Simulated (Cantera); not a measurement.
Feed: 1 mol Si2H6, a varied amount of O3, 2.9 mol H2, equilibrated at 725 °C and 14.0 mbar.

These are equilibrium values from Cantera (NASA tables, ideal gas, pure condensed phases), not measurements of a reactor. Candidate condensed phases: H2O, Si, SiO2; 18 gas species. The feed counts by its element totals alone. Rates play no part.

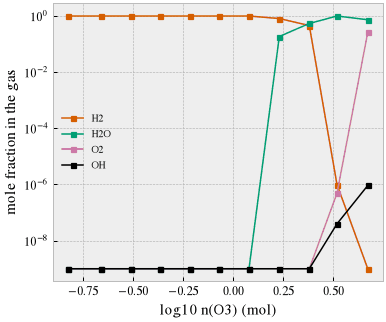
Figure. Equilibrium gas composition (values under 1e-9 drawn at 1e-9)

From 0.15 mol O3 to 1.2 mol O3 the condensed part is Si(s) + SiO2(β-quartz). From 1.7 mol O3 to 4.7 mol O3 the condensed part is SiO2(β-quartz).
